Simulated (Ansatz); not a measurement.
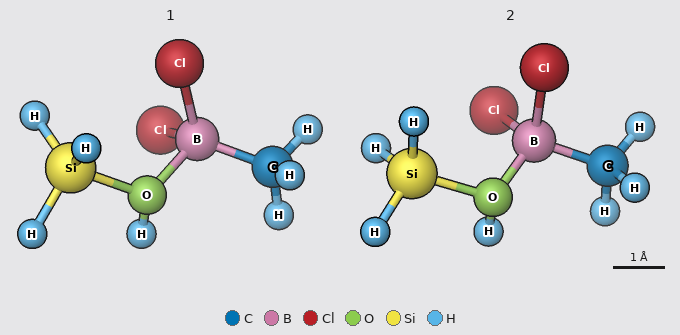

Two geometries of CH7BCl2OSi (coarse preliminary run), drawn at one scale. One is the start of a relaxation, the other its converged end. A ball-and-stick model, seen at a tilt.

Computed with Ansatz 0.2.0, RKS PBE-D4/def2-SVP. (force threshold 0.03 eV/Å; at most 200 steps)

Question: Which one is relaxed?

Answer: Structure 1 is the relaxed one. The start comes from a force field. The atom that moves furthest after the best rigid fit is an H atom (0.84 Å). By element the largest moves are H 0.84 Å, Cl 0.61 Å, B 0.30 Å, O 0.22 Å, Si 0.21 Å, C 0.11 Å. Some distances before and after: Cl–Si 3.287 → 3.724 Å, Cl–Si 3.338 → 2.998 Å, B–O 1.504 → 1.642 Å, O–Si 1.716 → 1.780 Å. Among the angles between lasting bonds that change: Cl–B–O 112.7° → 99.9°, O–Si–H 109.8° → 98.9°, C–B–Cl 104.9° → 115.3°. Groups turn about O–Si by about 30°. After 10 geometry steps the energy has fallen by 20.9 kcal/mol. Largest force component: 3.2 eV/Å at the start, 0.02 eV/Å at the end.
